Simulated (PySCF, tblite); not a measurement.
# C₆H₇N: vibronic structure

Wanted: vibronic structure for C₆H₇N (`Cc1ccncc1`).

Programs: tblite 0.8.0 and PySCF 2.14.0, with routines of our own; each step states its level. All values are computed. Atoms count from 0.

### Step 1. The starting structure

14 atoms, charge 0, multiplicity 1; geometry from: force field or distance geometry start.

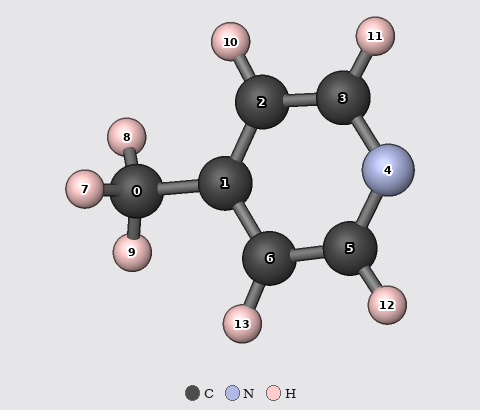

The starting geometry (carbon dark grey, nitrogen light blue, hydrogen pink).

### Step 2. Optimising the geometry with GFN2-xTB

The job: settings as JSON, then the geometry in Å.

```
{"job": {"kind": "relax", "xc": "GFN2-xTB", "basis": "xTB"}, "charge": 0, "multiplicity": 1}
C      2.006200    -0.132100     0.096600
C      0.498500    -0.025800     0.037700
C     -0.115800     1.201200    -0.118600
C     -1.510200     1.249300    -0.203300
N     -2.297700     0.145900    -0.113200
C     -1.672800    -1.038200     0.026100
C     -0.289700    -1.174000     0.107900
H      2.404800    -0.251400    -0.908400
H      2.438900     0.768800     0.542100
H      2.308100    -0.979900     0.717100
H      0.443100     2.122300    -0.197700
H     -2.040700     2.179700    -0.319700
H     -2.325900    -1.902600     0.089500
H      0.152600    -2.163500     0.221700
```

The run is started by

```console
OMP_NUM_THREADS=1 python excited_run.py task.json out
```

One launch serves the whole session: the jobs run in the order shown.

The program printed:

```text
step      E/eV     max force
  0    -525.71638    1.645
  1    -525.77417    0.453
  2    -525.78280    0.242
  3    -525.78885    0.209
  4    -525.79055    0.102
  5    -525.79109    0.044
  6    -525.79133    0.040
  7    -525.79146    0.029
  8    -525.79152    0.021
  9    -525.79156    0.019
 10    -525.79160    0.020
 11    -525.79164    0.015
 12    -525.79166    0.012
 13    -525.79168    0.012
 14    -525.79169    0.010
```

It took 0.07 s on 1 thread of Arm Neoverse V1, shared host.

Along the way:

| step | energy from step 0 (eV) | largest force (eV/Å) |
| --- | --- | --- |
| 0 | 0.0000 | 1.6446 |
| 1 | -0.0578 | 0.4527 |
| 2 | -0.0664 | 0.2421 |
| 3 | -0.0725 | 0.2087 |
| 4 | -0.0742 | 0.1023 |
| 5 | -0.0747 | 0.0436 |
| 6 | -0.0750 | 0.0400 |
| 7 | -0.0751 | 0.0293 |
| 8 | -0.0751 | 0.0213 |
| 9 | -0.0752 | 0.0188 |
| 10 | -0.0752 | 0.0202 |
| 11 | -0.0753 | 0.0150 |
| 12 | -0.0753 | 0.0122 |
| 13 | -0.0753 | 0.0116 |
| 14 | -0.0753 | 0.0096 |

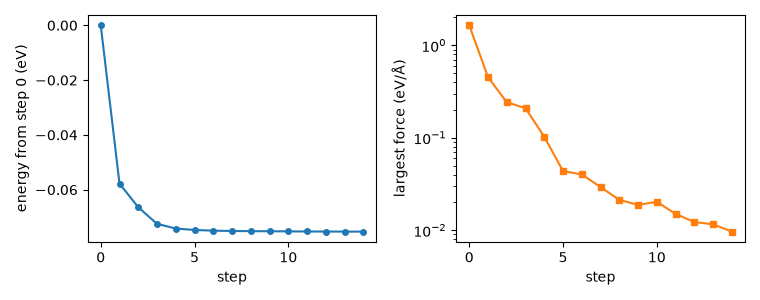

Energy and force, step by step.

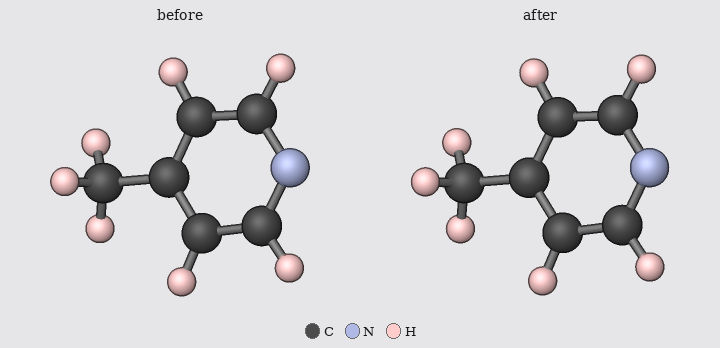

The geometry before (left) and after (right).

Distances of close pairs at the start and the end, largest changes first:

| bond | before (Å) | after (Å) | change (Å) |
| --- | --- | --- | --- |
| C3–N4 | 1.359 | 1.322 | -0.037 |
| N4–C5 | 1.346 | 1.322 | -0.024 |
| C0–C1 | 1.513 | 1.496 | -0.017 |
| C2–C3 | 1.398 | 1.385 | -0.013 |
| C1–C2 | 1.381 | 1.391 | +0.010 |
| C6–H13 | 1.090 | 1.080 | -0.010 |
| C5–C6 | 1.392 | 1.385 | -0.007 |
| C0–H8 | 1.094 | 1.087 | -0.007 |

The end geometry stands in the next job.

### Step 3. Vibrational analysis with GFN2-xTB

The job: settings as JSON, then the geometry in Å.

```
{"job": {"kind": "ir", "xc": "GFN2-xTB", "basis": "xTB"}, "charge": 0, "multiplicity": 1}
C      2.000127    -0.129249     0.104592
C      0.509234    -0.031363     0.035076
C     -0.129661     1.193922    -0.123641
C     -1.512511     1.225685    -0.195238
N     -2.272570     0.146594    -0.119957
C     -1.668587    -1.020189     0.027429
C     -0.293503    -1.164793     0.108163
H      2.408738    -0.255365    -0.898516
H      2.428375     0.774819     0.531001
H      2.305009    -0.985835     0.701279
H      0.443366     2.106941    -0.188087
H     -2.043417     2.161362    -0.317312
H     -2.323773    -1.880187     0.084911
H      0.148496    -2.142815     0.228135
```

The program printed:

```text
mode    cm-1     km/mol
  1     -34.1      0.41
  2     192.9      0.66
  3     334.2      0.01
  4     336.0      0.00
  5     466.6      9.15
  6     502.7      2.31
  7     632.7      0.63
  8     690.7      5.37
  9     779.5      5.67
 10     827.1     16.79
 11     887.3      0.00
 12     914.9      0.64
 13     925.6      0.01
 14    1007.4      3.33
 15    1012.5      5.17
 16    1027.2     12.51
 17    1101.8      4.02
 18    1121.0      0.16
 19    1208.2      6.83
 20    1245.1      8.73
 21    1273.9      0.05
 22    1287.9      1.16
 23    1384.6      3.53
 24    1401.6      8.54
 25    1474.4      3.61
 26    1476.8      7.78
 27    1483.7      2.79
 28    1566.4     11.48
 29    1590.0    111.25
 30    3000.7     20.53
 31    3039.4     19.06
 32    3040.1     19.82
 33    3052.0     30.99
 34    3052.4     32.77
 35    3082.1     35.64
 36    3082.8     53.44
```

Run time: 0.33 s. Hardware: 1 thread of Arm Neoverse V1, shared host.

The strongest bands and the atoms that carry them (share of the mass-weighted mode):

```csv
cm⁻¹,km/mol,atoms
1590,111.2,"C6 21 %, C2 21 %, C3 19 %, C5 18 %"
3001,20.5,H7 90 %
3039,19.1,H9 90 %
3040,19.8,H8 89 %
3052,31.0,"H11 76 %, H12 14 %"
3052,32.8,"H12 76 %, H11 14 %"
3082,35.6,H13 88 %
3083,53.4,H10 88 %
```

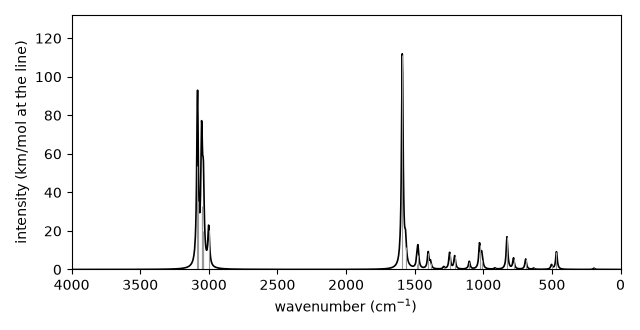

The infrared spectrum from these modes, unscaled. Lines are broadened to a width of 14 cm⁻¹ (Lorentzian).

### Step 4. Vibronic structure: TDDFT B3LYP/def2-SVP

Settings changed since step 3:

```diff
@@ -1,2 +1,2 @@
-{"job": {"kind": "ir", "xc": "GFN2-xTB", "basis": "xTB"}, "charge": 0, "multiplicity": 1}
+{"job": {"kind": "vib", "xc": "B3LYP", "basis": "def2-SVP", "tda": false}, "charge": 0, "multiplicity": 1}
 C      2.000127    -0.129249     0.104592
```

With the program's defaults for keys left out, this is: TDDFT B3LYP/def2-SVP vertical-gradient vibronic structure (displaced harmonic oscillators, Condon), gas phase.

The program printed:

```text
final grid: 53504 points
cycle   1  E = -287.3524794739  dE =  1.069e+00  |g| = 3.791e-01  |ddm| = 4.236e+00
cycle   2  E = -287.3428049790  dE =  9.674e-03  |g| = 4.516e-01  |ddm| = 1.054e+00
cycle   3  E = -287.3915626063  dE = -4.876e-02  |g| = 9.234e-02  |ddm| = 5.559e-01
cycle   4  E = -287.3931042102  dE = -1.542e-03  |g| = 3.887e-02  |ddm| = 1.104e-01
cycle   5  E = -287.3934486455  dE = -3.444e-04  |g| = 1.311e-02  |ddm| = 5.982e-02
cycle   6  E = -287.3934960273  dE = -4.738e-05  |g| = 3.398e-03  |ddm| = 1.817e-02
cycle   7  E = -287.3934988102  dE = -2.783e-06  |g| = 4.228e-04  |ddm| = 3.204e-03
cycle   8  E = -287.3934988495  dE = -3.931e-08  |g| = 1.661e-04  |ddm| = 5.491e-04
cycle   9  E = -287.3934988558  dE = -6.261e-09  |g| = 2.883e-05  |ddm| = 1.598e-04
cycle  10  E = -287.3934988560  dE = -1.797e-10  |g| = 1.263e-05  |ddm| = 3.692e-05
converged SCF energy = -287.3934988560

Singlet excitations (eV, f): 4.876 (0.0041)  4.970 (0.0000)  5.662 (0.0127)  6.398 (0.0001)  7.261 (0.3516)  7.325 (0.5254)

State S1  4.8755 eV  f = 0.00407  H->L 0.99
  relaxed dipole 0.603 D, largest gradient of the excitation energy 0.0575 Eh/bohr
  mode    cm-1        S   lambda/meV  Raman
   10    827.1    1.7396     178.4   1.000
   19   1208.2    0.5078      76.1   0.623
    6    502.7    0.9332      58.2   0.198
   15   1012.5    0.4367      54.8   0.376
   29   1590.0    0.0782      15.4   0.166
   20   1245.1    0.0874      13.5   0.114
   24   1401.6    0.0260       4.5   0.043
    9    779.5    0.0268       2.6   0.014
   16   1027.2    0.0072       0.9   0.006
    5    466.6    0.0110       0.6   0.002
  reorganisation energy 0.4082 eV, total S 3.866, 0-0 4.4673 eV
  absorption maximum 4.785 eV, width 0.538 eV

State S5  7.2606 eV  f = 0.35161  H-2->L+1 0.61, H-1->L 0.34
  relaxed dipole 3.183 D, largest gradient of the excitation energy 0.0487 Eh/bohr
  mode    cm-1        S   lambda/meV  Raman
   20   1245.1    0.4238      65.4   1.000
   15   1012.5    0.3120      39.2   0.487
   17   1101.8    0.2072      28.3   0.383
   25   1474.4    0.0768      14.0   0.254
   19   1208.2    0.0695      10.4   0.155
   10    827.1    0.0655       6.7   0.068
   30   3000.7    0.0066       2.4   0.090
   27   1483.7    0.0124       2.3   0.041
   24   1401.6    0.0112       1.9   0.033
    5    466.6    0.0190       1.1   0.006
   29   1590.0    0.0053       1.1   0.021
  reorganisation energy 0.1778 eV, total S 1.276, 0-0 7.0828 eV
  absorption maximum 7.083 eV, width 0.190 eV

State S6  7.3249 eV  f = 0.52544  H-2->L 0.44, H-1->L+1 0.41, H->L+2 0.10
  relaxed dipole 1.763 D, largest gradient of the excitation energy 0.0433 Eh/bohr
  mode    cm-1        S   lambda/meV  Raman
   20   1245.1    0.3812      58.8   1.000
   10    827.1    0.2316      23.8   0.268
   25   1474.4    0.1076      19.7   0.396
   17   1101.8    0.1408      19.2   0.289
   15   1012.5    0.0951      11.9   0.165
   19   1208.2    0.0464       7.0   0.115
   27   1483.7    0.0213       3.9   0.079
   24   1401.6    0.0223       3.9   0.074
   30   3000.7    0.0075       2.8   0.114
    6    502.7    0.0381       2.4   0.016
   31   3039.4    0.0051       1.9   0.080
   29   1590.0    0.0096       1.9   0.041
  reorganisation energy 0.1594 eV, total S 1.125, 0-0 7.1655 eV
  absorption maximum 7.165 eV, width 0.184 eV

State T1  4.1780 eV  f = 0.00000  H->L 0.97
  relaxed dipole 0.615 D, largest gradient of the excitation energy 0.0662 Eh/bohr
  mode    cm-1        S   lambda/meV  Raman
   10    827.1    1.4265     146.3   1.000
   19   1208.2    0.4796      71.8   0.717
   15   1012.5    0.4335      54.4   0.455
    6    502.7    0.6561      40.9   0.170
   29   1590.0    0.1244      24.5   0.322
   20   1245.1    0.0805      12.4   0.128
   24   1401.6    0.0228       4.0   0.046
    9    779.5    0.0240       2.3   0.015
   25   1474.4    0.0113       2.1   0.025
   27   1483.7    0.0077       1.4   0.017
   17   1101.8    0.0100       1.4   0.012
  reorganisation energy 0.3650 eV, total S 3.292, 0-0 3.8131 eV
  absorption maximum 4.127 eV, width 0.494 eV
```

Run time: 24 s. Hardware: 1 thread of Arm Neoverse V1, shared host; peak memory 0.61 GiB.

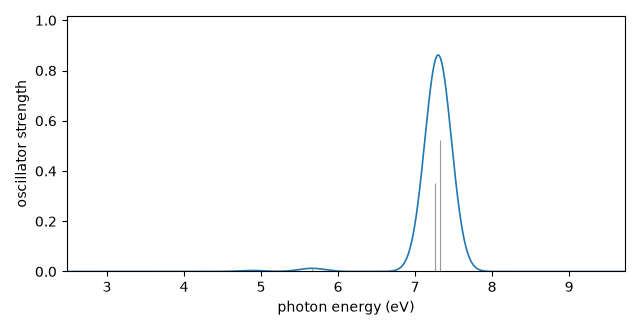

Absorption lines of the singlets. Lines are broadened to a width of 0.40 eV (Gaussian).

### Step 5. Vibronic structure: TDDFT B3LYP/6-31G

Settings changed since step 4:

```diff
@@ -1,2 +1,2 @@
-{"job": {"kind": "vib", "xc": "B3LYP", "basis": "def2-SVP", "tda": false}, "charge": 0, "multiplicity": 1}
+{"job": {"kind": "vib", "xc": "B3LYP", "basis": "6-31G", "tda": false, "grid": 3}, "charge": 0, "multiplicity": 1}
 C      2.000127    -0.129249     0.104592
```

Level: TDDFT B3LYP/6-31G vertical-gradient vibronic structure (displaced harmonic oscillators, Condon), gas phase.

The program printed:

```text
coarse grid: 11920 points
cycle   1  E = -287.5367464611  dE =  1.201e+00  |g| = 3.849e-01  |ddm| = 3.818e+00
cycle   2  E = -287.5263161934  dE =  1.043e-02  |g| = 4.596e-01  |ddm| = 1.119e+00
cycle   3  E = -287.5776828796  dE = -5.137e-02  |g| = 9.349e-02  |ddm| = 5.916e-01
cycle   4  E = -287.5794630062  dE = -1.780e-03  |g| = 3.134e-02  |ddm| = 1.220e-01
cycle   5  E = -287.5796780137  dE = -2.150e-04  |g| = 1.333e-02  |ddm| = 5.764e-02
cycle   6  E = -287.5797309960  dE = -5.298e-05  |g| = 1.237e-03  |ddm| = 1.606e-02
cycle   7  E = -287.5797312875  dE = -2.916e-07  |g| = 6.632e-04  |ddm| = 1.981e-03
final grid: 167272 points
cycle   8  E = -287.5229049095  dE = -1.514e-05  |g| = 5.149e-03  |ddm| = 2.516e-02
cycle   9  E = -287.5229044474  dE =  4.621e-07  |g| = 5.447e-03  |ddm| = 1.354e-02
cycle  10  E = -287.5229121915  dE = -7.744e-06  |g| = 1.064e-03  |ddm| = 7.057e-03
cycle  11  E = -287.5229124679  dE = -2.764e-07  |g| = 1.595e-04  |ddm| = 1.343e-03
cycle  12  E = -287.5229124736  dE = -5.707e-09  |g| = 6.926e-05  |ddm| = 2.721e-04
cycle  13  E = -287.5229124748  dE = -1.270e-09  |g| = 1.653e-05  |ddm| = 8.768e-05
cycle  14  E = -287.5229124749  dE = -7.083e-11  |g| = 5.315e-06  |ddm| = 2.434e-05
converged SCF energy = -287.5229124749

Singlet excitations (eV, f): 4.852 (0.0063)  4.904 (0.0000)  5.795 (0.0096)  6.630 (0.0007)  7.471 (0.3560)  7.546 (0.5935)

State S1  4.8521 eV  f = 0.00631  H->L 0.99
  relaxed dipole 0.329 D, largest gradient of the excitation energy 0.0547 Eh/bohr
  mode    cm-1        S   lambda/meV  Raman
   10    827.1    1.8022     184.8   1.000
   19   1208.2    0.4942      74.0   0.585
   15   1012.5    0.4952      62.2   0.412
    6    502.7    0.9637      60.1   0.198
   20   1245.1    0.0780      12.0   0.098
   29   1590.0    0.0583      11.5   0.120
   24   1401.6    0.0250       4.4   0.040
    9    779.5    0.0278       2.7   0.014
   27   1483.7    0.0078       1.4   0.014
   16   1027.2    0.0065       0.8   0.006
  reorganisation energy 0.4178 eV, total S 3.982, 0-0 4.4343 eV
  absorption maximum 4.802 eV, width 0.544 eV

State S5  7.4709 eV  f = 0.35602  H-2->L+1 0.60, H-1->L 0.35
  relaxed dipole 3.631 D, largest gradient of the excitation energy 0.0499 Eh/bohr
  mode    cm-1        S   lambda/meV  Raman
   20   1245.1    0.4377      67.6   1.000
   15   1012.5    0.3915      49.1   0.591
   17   1101.8    0.2344      32.0   0.419
   25   1474.4    0.0742      13.6   0.238
   19   1208.2    0.0809      12.1   0.174
   10    827.1    0.0648       6.6   0.065
   30   3000.7    0.0064       2.4   0.085
   24   1401.6    0.0112       1.9   0.032
   29   1590.0    0.0098       1.9   0.036
   27   1483.7    0.0093       1.7   0.030
    2    192.9    0.0384       0.9   0.002
  reorganisation energy 0.1934 eV, total S 1.382, 0-0 7.2776 eV
  absorption maximum 7.278 eV, width 0.308 eV

State S6  7.5459 eV  f = 0.59348  H-2->L 0.46, H-1->L+1 0.45
  relaxed dipole 2.758 D, largest gradient of the excitation energy 0.0446 Eh/bohr
  mode    cm-1        S   lambda/meV  Raman
   20   1245.1    0.4609      71.1   1.000
   17   1101.8    0.2144      29.3   0.364
   15   1012.5    0.1920      24.1   0.275
   10    827.1    0.2071      21.2   0.198
   25   1474.4    0.1087      19.9   0.331
   19   1208.2    0.0380       5.7   0.078
   24   1401.6    0.0288       5.0   0.079
   29   1590.0    0.0228       4.5   0.081
   27   1483.7    0.0226       4.2   0.070
   30   3000.7    0.0076       2.8   0.096
  reorganisation energy 0.1922 eV, total S 1.328, 0-0 7.3537 eV
  absorption maximum 7.354 eV, width 0.188 eV

State T1  4.0720 eV  f = 0.00000  H->L 0.97
  relaxed dipole 0.391 D, largest gradient of the excitation energy 0.0625 Eh/bohr
  mode    cm-1        S   lambda/meV  Raman
   10    827.1    1.3835     141.9   1.000
   19   1208.2    0.4510      67.6   0.696
   15   1012.5    0.4721      59.3   0.511
    6    502.7    0.6333      39.5   0.169
   29   1590.0    0.1060      20.9   0.283
   20   1245.1    0.0658      10.2   0.108
   24   1401.6    0.0210       3.6   0.044
    9    779.5    0.0219       2.1   0.014
   17   1101.8    0.0083       1.1   0.011
   25   1474.4    0.0058       1.1   0.013
  reorganisation energy 0.3507 eV, total S 3.186, 0-0 3.7214 eV
  absorption maximum 4.035 eV, width 0.480 eV
```

Run time: 33 s. Hardware: 1 thread of Arm Neoverse V1, shared host; peak memory 0.59 GiB.

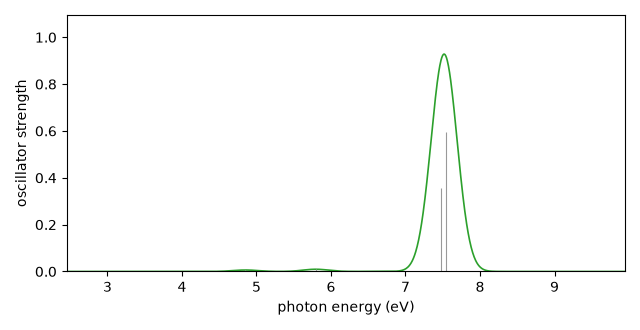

Absorption lines of the singlets. Lines are broadened to a width of 0.40 eV (Gaussian).

### Step 6. What came out

```
                                                                                      quantity                     value
                                                     strongest single infrared mode (GFN2-xTB)     1590 cm⁻¹, 111 km/mol
                                                                  zero-point energy (GFN2-xTB)             70.8 kcal/mol
S1: vertical, reorganisation, 0-0, total S (step 4, TDDFT B3LYP/def2-SVP, modes from GFN2-xTB)  4.88, 0.41, 4.47 eV; 3.9
S5: vertical, reorganisation, 0-0, total S (step 4, TDDFT B3LYP/def2-SVP, modes from GFN2-xTB)  7.26, 0.18, 7.08 eV; 1.3
S6: vertical, reorganisation, 0-0, total S (step 4, TDDFT B3LYP/def2-SVP, modes from GFN2-xTB)  7.32, 0.16, 7.17 eV; 1.1
   S1: vertical, reorganisation, 0-0, total S (step 5, TDDFT B3LYP/6-31G, modes from GFN2-xTB)  4.85, 0.42, 4.43 eV; 4.0
   S5: vertical, reorganisation, 0-0, total S (step 5, TDDFT B3LYP/6-31G, modes from GFN2-xTB)  7.47, 0.19, 7.28 eV; 1.4
   S6: vertical, reorganisation, 0-0, total S (step 5, TDDFT B3LYP/6-31G, modes from GFN2-xTB)  7.55, 0.19, 7.35 eV; 1.3
```

**Reading.** The lowest mode is imaginary (34i cm⁻¹), so the xTB geometry is not a minimum. The strongest single mode, at 1590 cm⁻¹, has its largest shares on C6, C2, C3 and C5 (the list is cut at 4 atoms). GFN2-xTB is a fitted tight-binding method: band positions and strengths are rough. Its intensities can rank the bands wrongly. The vibronic model keeps the ground-state modes (from xTB) and shifts them along the gradient alone, so it can miss much of the relaxation that a full optimisation finds.
